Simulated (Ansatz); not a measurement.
```yaml
atoms:
  - { symbol: B, position_ang: [0.0000, -0.0181, -0.3104] }
  - { symbol: H, position_ang: [0.0000, -0.0910, 0.8902] }
  - { symbol: F, position_ang: [1.1249, 0.0227, -0.9855] }
  - { symbol: F, position_ang: [-1.1249, 0.0227, -0.9855] }
  - { symbol: H, position_ang: [0.0000, 0.0637, 3.9112] }
```

Computed with Ansatz, UKS PBE0-D4/def2-SVP.

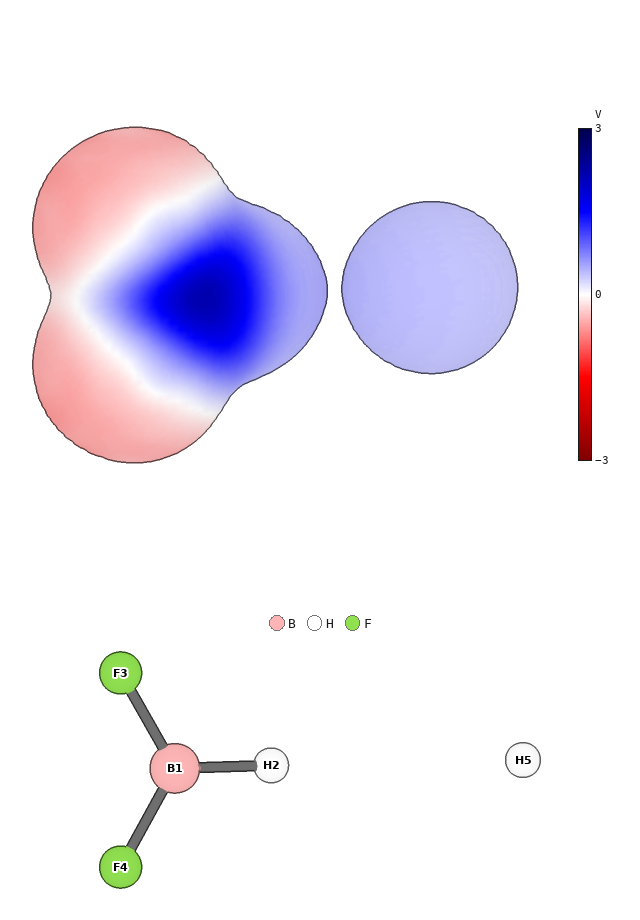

BF2H···H (doublet). The electrostatic potential painted on the density surface at 0.002 e/bohr³, seen at a tilt; the colour scale runs from red (negative) to blue (positive). The bare structure is drawn below in the same view.

> Which sites attract a positive test charge, and which a negative one?

A positive charge is drawn to the negative regions and a negative charge to the positive ones. The most negative region (about −0.6 V) lies over F3 and F4, the most positive (about +2.1 V) over B1.
